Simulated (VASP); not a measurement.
Input:

```
CoTi
1.0
    2.94707     0.00000     0.00000
    0.00000     2.94707     0.00000
    0.00000     0.00000     2.94707
Ti Co
1 1
Cartesian
  0.00000   0.00000   0.00000
  1.47354   1.47354   1.47354
```

The numbers are results of optB86b-vdW, VASP's PBE PAW potentials (set 64) (plane waves; VASP), not measurements. Numerical set-up: 520 eV cut-off, 14×14×14 Γ-centred mesh, tetrahedra with Blöchl corrections, potentials Ti_sv Co.

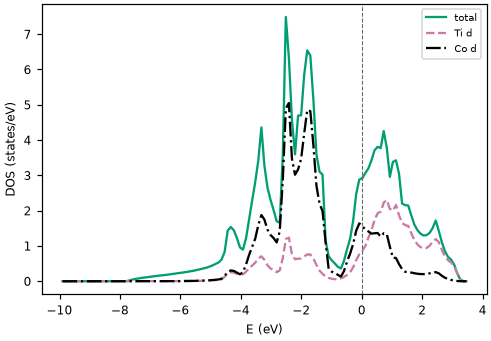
Figure: Total and projected density of states, zero at the Fermi level

Within 2 eV below the Fermi level the largest weight inside VASP's projection spheres is Co d, then Ti d.

It has no gap at this level: it comes out as a metal or semimetal.

The compound is TiCo in the CsCl type structure. It was relaxed first. The run is not spin-polarised, so no magnetic state was tried. The electron count is odd and the run is not spin-polarised, which forces a metal.
